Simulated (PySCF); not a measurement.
```csv
atom,x (Å),y (Å),z (Å)
C,1.6639,-1.2443,-0.6527
Si,0.8626,0.4634,-0.8675
C,1.3536,1.6047,0.5729
C,-1.0558,0.2511,-0.8573
C,-1.4968,-0.2811,0.4516
N,-1.6036,-1.6503,0.6066
S,-2.4599,0.7299,1.5372
H,1.3379,-1.7117,0.2719
H,1.4009,-1.9120,-1.4676
H,2.7468,-1.1703,-0.6262
H,1.2484,1.0662,-2.1564
H,2.4274,1.7624,0.5978
H,1.0656,1.1727,1.5277
H,0.8833,2.5807,0.4932
H,-1.5263,1.2136,-1.0482
H,-1.3463,-0.4258,-1.6654
H,-1.9273,-2.1772,-0.1991
H,-2.0540,-1.9357,1.4638
H,-1.5302,1.6730,1.7281
```

Geometry: GFN2-xTB.

These are results of UKS B3LYP, pcH-1 on C H N S Si, non-relativistic, mean-field spin-orbit, GIAO in PySCF, not measurements.

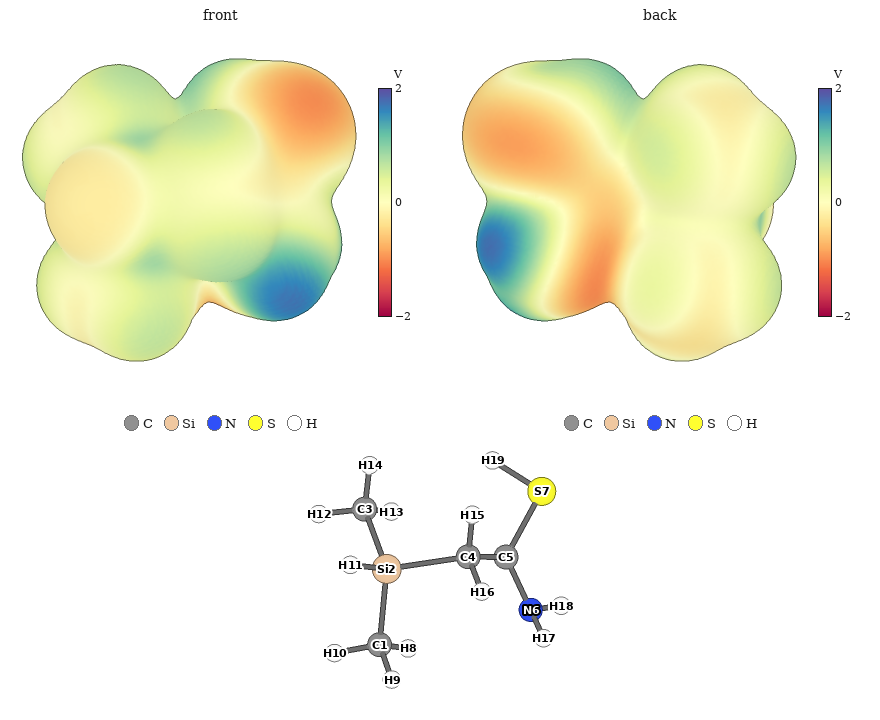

C4H12NSSi (SMILES C[SiH](C)C[C](N)S) (doublet). The molecular electrostatic potential painted on the density surface at 0.002 e/bohr³, seen from the front and from behind; the colour scale runs from red (negative) to blue (positive). The bare structure is drawn below in the same view.

> Where is the surface potential most negative and most positive?

The most negative region (about −1.0 V) lies over N6 and S7, the most positive (about +1.7 V) over H17 and H18.
